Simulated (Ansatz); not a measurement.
A series of calculations on BH₃ClF

### Relaxation

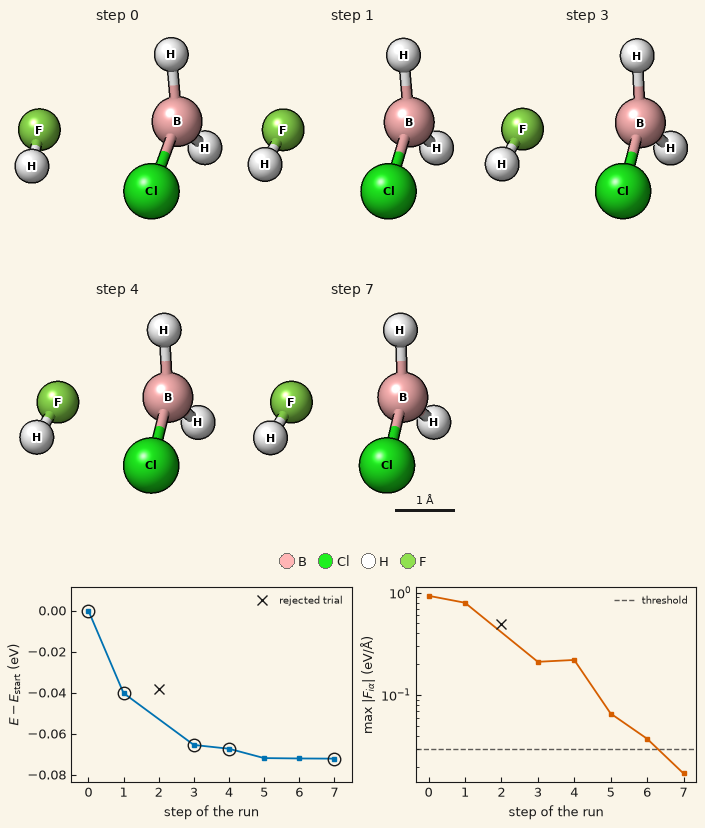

Frames of a relaxation of BH₃ClF, marked on the history of the run. Style: ball-and-stick. Shown from a free direction.

The run prepares an end point of a later path (reaction) calculation, from a guessed geometry.

Theory: RKS B3LYP/6-31G* (Ansatz). (no spin polarisation; force threshold 0.03 eV/Å; at most 50 steps)

Q: What happens along the run?

A: The atom that moves furthest after the best rigid fit is the F atom (0.30 Å). By element the largest moves are F 0.30 Å, B 0.16 Å, H 0.11 Å, Cl 0.01 Å. Among the contacts that change: B–F 2.515 → 2.057 Å, B–Cl 1.830 → 1.804 Å, F–H 0.934 → 0.945 Å. Bond angles that change, for instance: H–B–H 126.5° → 124.2°. Over 6 accepted moves (7 points after the start) the energy falls by 0.072 eV. The largest force component goes from 0.93 to 0.017 eV/Å. The line search rejected the trial step at point 2 of the run. From step 0 to 1: the F atom moves most (0.15 Å), energy −0.040 eV. From step 1 to 3: the F atom moves most (0.08 Å), energy −0.025 eV. From step 3 to 4: the F atom moves most (0.10 Å), energy −0.002 eV. From step 4 to 7: F and H atoms move most (0.03 Å), energy −0.005 eV.

Limits of the set-up: the start holds two separate molecules, 2.5 Å apart at their closest, whose relative position is a soft coordinate and is computed without a dispersion correction.

### Relaxation

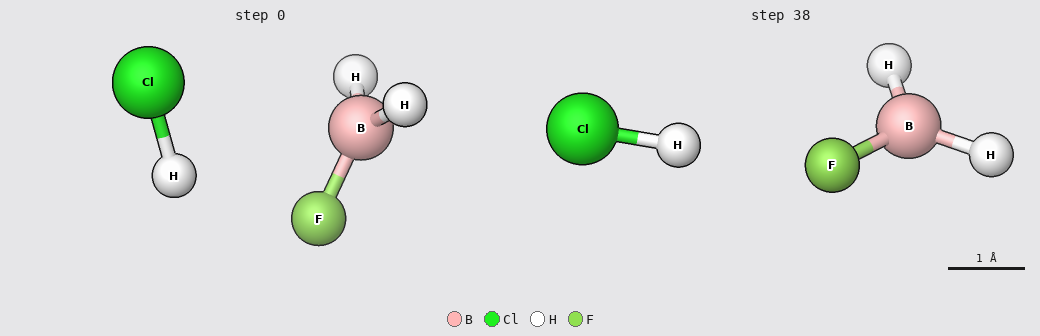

The structure of BH$_{3}$ClF before (left) and after (right) a relaxation, at one scale.

Style: ball-and-stick. Shown at a tilt.

The run prepares an end point of a later path (reaction) calculation, from a guessed geometry.

Theory: Ansatz 0.2.0, RKS B3LYP/6-31G*.

Input file:
```yaml
crystal:
  periodic: [false, false, false]
  atoms:
    - { symbol: B, position_ang: [0.0188, -0.359104, -0.416797] }
    - { symbol: Cl, position_ang: [0.015184, 0.082409, 2.615279] }
    - { symbol: H, position_ang: [1.061465, 0.17683, -0.640053] }
    - { symbol: H, position_ang: [-1.050561, 0.130082, -0.620227] }
    - { symbol: F, position_ang: [0.050124, -1.609945, 0.034775] }
    - { symbol: H, position_ang: [0.025289, -1.149472, 2.107725] }
basis:
  gaussian: { orbitals: "6-31G*" }
hamiltonian:
  xc: b3lyp
relax:
  f_tol: 0.03
  max_steps: 50
output:
  orbitals: {}
```

Run as
```bash
ansatz run input.yaml --threads 1 --pin off --max-ram 2048MiB --backend cpu --events-out ev --progress --plain --runs-dir out
```

**Describe what moved and what it gained.**

The largest move after the best rigid fit is that of H3, 1.33 Å. Largest moves by element: H 1.33 Å, Cl 1.31 Å, F 1.01 Å, B 0.37 Å. Among the contacts that change: Cl2–H6 1.332 → 1.293 Å. The energy falls by 11.6 kJ/mol in 31 accepted moves (38 points after the start). The largest force component goes from 1.1 to 0.021 eV/Å. The line search rejected the trial steps at points 7, 12, 15, 20, 24, 29, 34 of the run. The forces were under the threshold at step 16, but the run went on from there.

### Path

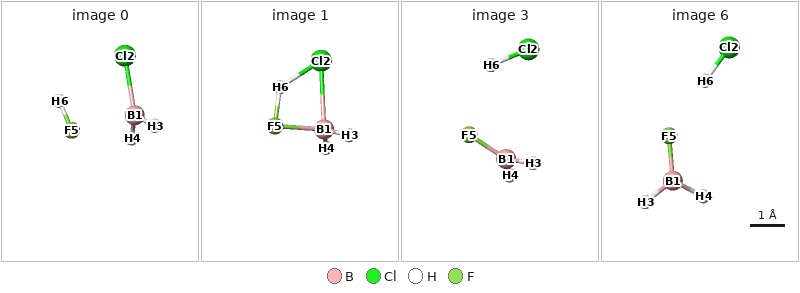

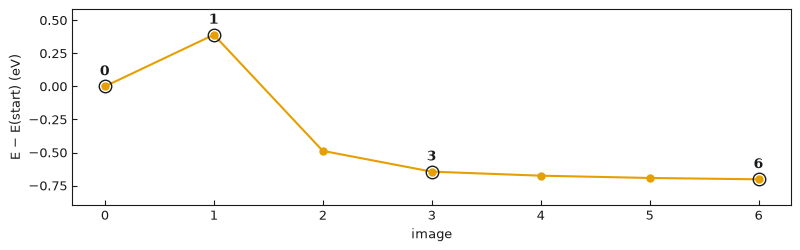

A search for the minimum-energy path of BH3ClF by the nudged elastic band. Images are numbered from 0 (start) to 6 (end). Style: ball-and-stick. Shown at a tilt.

Method: RKS B3LYP/6-31G* (Ansatz 0.2.0). Run with 5 movable images; climbing image; force threshold 0.05 eV/Å; iteration limit 60; starting path through a guess of the saddle point.

Read off the barrier and say what moves.

Answer. Breaking: B1–Cl2 (1.80 → 2.07 at the top → 4.42 Å), F5–H6 (0.94 → 1.19 at the top → 2.06 Å). Forming: B1–F5 (2.06 → 1.54 at the top → 1.33 Å), Cl2–H6 (2.53 → 1.56 at the top → 1.29 Å). Forward barrier 0.39 eV, backward barrier 1.09 eV, with image 1 at the top; the reaction energy is −0.70 eV. The band is converged.

Cost: 120 s on 1 thread of Intel(R) Xeon(R) 6975P-C (Granite Rapids), with other jobs on the host, peak memory 0.12 GiB.
